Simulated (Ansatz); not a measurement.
ClH₇Si₃···H₄OSi···NH₃

The calculation's input:

```
crystal:
  periodic: [false, false, false]
  atoms:
    - {symbol: Si, position_ang: [-0.282330, 0.167854, -1.435287]}
    - {symbol: Si, position_ang: [-0.199807, 1.396888, 3.416440]}
    - {symbol: Si, position_ang: [0.647863, -0.925066, -3.274094]}
    - {symbol: Si, position_ang: [-1.590563, -1.002438, 0.104068]}
    - {symbol: Cl, position_ang: [-2.001341, 0.935238, -2.537730]}
    - {symbol: H, position_ang: [1.427540, -0.030523, 0.704486]}
    - {symbol: N, position_ang: [1.550032, -0.478465, -0.202664]}
    - {symbol: H, position_ang: [0.262314, 1.494037, -1.037420]}
    - {symbol: O, position_ang: [0.403066, 1.312334, 1.873527]}
    - {symbol: H, position_ang: [-1.620359, 0.967949, 3.464098]}
    - {symbol: H, position_ang: [0.645849, 0.475467, 4.208706]}
    - {symbol: H, position_ang: [-0.093859, 2.779685, 3.950032]}
    - {symbol: H, position_ang: [-0.326559, -1.922234, -3.788672]}
    - {symbol: H, position_ang: [0.949714, 0.058893, -4.347142]}
    - {symbol: H, position_ang: [1.914288, -1.646312, -2.941172]}
    - {symbol: H, position_ang: [-0.789610, -1.773916, 1.102398]}
    - {symbol: H, position_ang: [-2.459212, -1.959837, -0.629043]}
    - {symbol: H, position_ang: [-2.453352, -0.048983, 0.852626]}
    - {symbol: H, position_ang: [1.635176, -1.478409, -0.062382]}
    - {symbol: H, position_ang: [2.417203, -0.147611, -0.610271]}
    - {symbol: H, position_ang: [-0.036053, 1.825448, 1.189696]}
basis:
  gaussian: {orbitals: def2-TZVPP}
hamiltonian: {xc: pbe0, dispersion: d4}
output: {orbitals: {seedname: orbitals}}
```

Command:

```sh
ansatz run in.yaml --threads 4 --pin off --events-out ev --progress --plain --max-ram 66560MiB --backend cuda --devices 0, --max-vram 37GiB
```

The product side of a reaction path; geometry: PBE0-D4/def2-TZVP.

Level of theory: RKS PBE0-D4/def2-TZVPP in Ansatz.

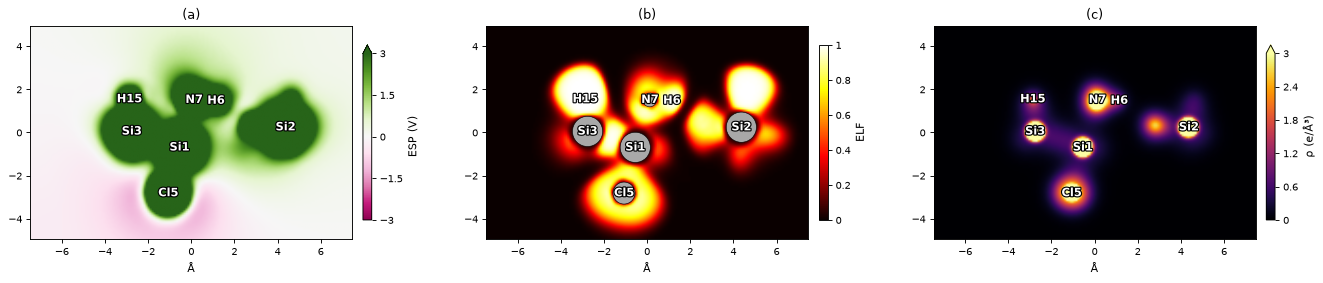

Figure 1. (a) molecular electrostatic potential; (b) electron localisation function; (c) electron density on the plane of atoms Si3, Si1 and Cl5. Grey discs cover the atomic cores in the ELF map.

Read the bonding off the picture.

Atoms in the plane: Si, Cl, H and N.
Si1···N7 (2.30 Å): the density falls to about 0.3 e/Å³ on the way; the ELF peaks at about 0.95 in the valence shell of N, 0.6 Å from its nucleus, and is about 0.55 at the midpoint.
Si–Cl (2.18 Å): the density is about 0.71 e/Å³ at the midpoint, with its minimum of 0.52 e/Å³ about 0.8 Å from Si; the ELF peaks at about 0.85 between the atoms (a polar covalent bond).
Si–Si (2.33 Å): the density is about 0.65 e/Å³ at the midpoint; the ELF peaks at about 1 between the atoms (a covalent bond).
N–H (1.02 Å): ρ at the midpoint is about 3 e/Å³; the ELF climbs to about 1 towards the hydrogen, as it does in any bond to H (a covalent bond by its length).
Si–H (1.49 Å): ρ at the midpoint is about 0.78 e/Å³; the ELF climbs to about 1 towards the hydrogen.
The ELF also peaks beside Cl5, away from the bonds: lone-pair regions.
Outside the dense part of the complex the potential is most negative (−1.2 V) near Cl5.

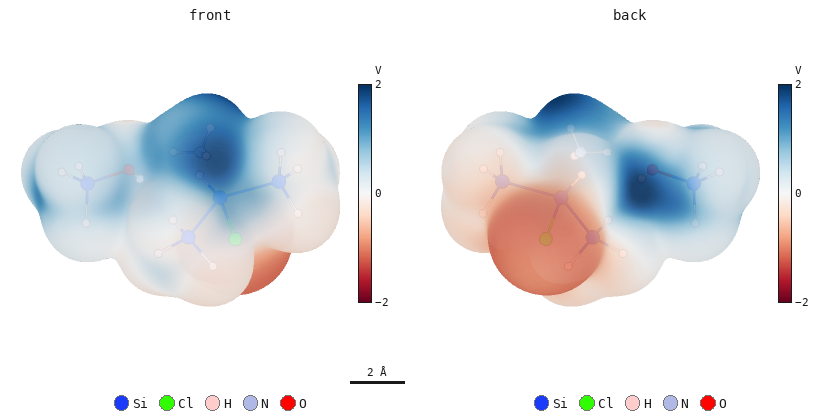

Figure 2. The electrostatic potential painted on the density surface at 0.001 e/bohr³, seen from the front and from behind; red is negative and blue positive.

Where is the surface potential most negative and most positive?

The most negative region (about −1.1 V, or −25 kcal/mol for a unit charge) lies over Cl5, the most positive (about +1.9 V, or +44 kcal/mol for a unit charge) over H20 and H21.

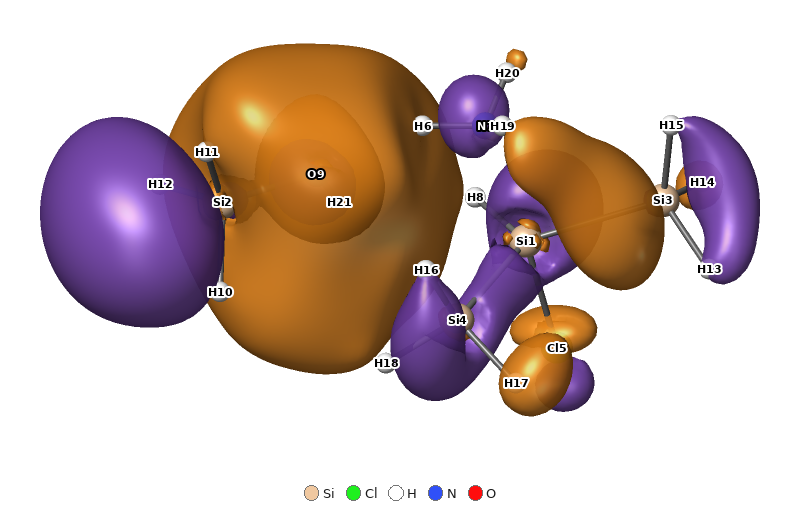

Figure 3. The LUMO at ±0.05 Å⁻³ᐟ² (orange and purple are the two phases), seen across its widest extent.

Describe this orbital and give its energy.

By Hirshfeld shares it lies mainly on Si2 (about 35 %), H21 (about 10 %), O9 (about 10 %) and Si1 (about 5 %). Its energy is −0.52 eV.
